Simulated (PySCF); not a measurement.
SMILES Nc1ccc([SiH3])cc1, singlet, GFN2-xTB optimised geometry. Atoms within 1.6 Å of the plane z = 1.2 Å (x, y, z in Å): N1 (-1.67, -2.72, 0.07), C2 (-0.97, -1.53, 0.00), C3 (-1.63, -0.30, 0.00), C4 (-0.92, 0.88, 0.00), C5 (0.48, 0.89, 0.00), Si6 (1.44, 2.50, 0.02), C7 (1.13, -0.34, 0.00), C8 (0.43, -1.53, 0.00), H9 (-1.18, -3.55, -0.21), H10 (-2.64, -2.68, -0.21), H11 (-2.71, -0.29, -0.01), H12 (-1.46, 1.81, -0.01), H14 (1.71, 2.91, 1.41), H16 (2.21, -0.37, 0.00), H17 (0.96, -2.48, 0.00).

Method: PBE0/def2-SVP in PySCF.

Map of the HOMO−1 amplitude (bohr^(-3/2)) on the plane z = 1.2 Å; orbital energy -7.24 eV, overall sign arbitrary:

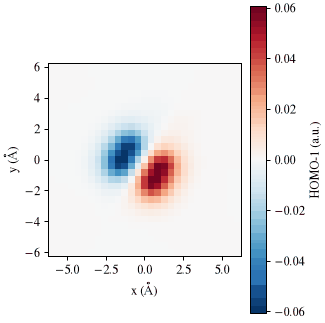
HOMO−1 amplitude (bohr^(-3/2)) on the plane z = 1.2 Å.
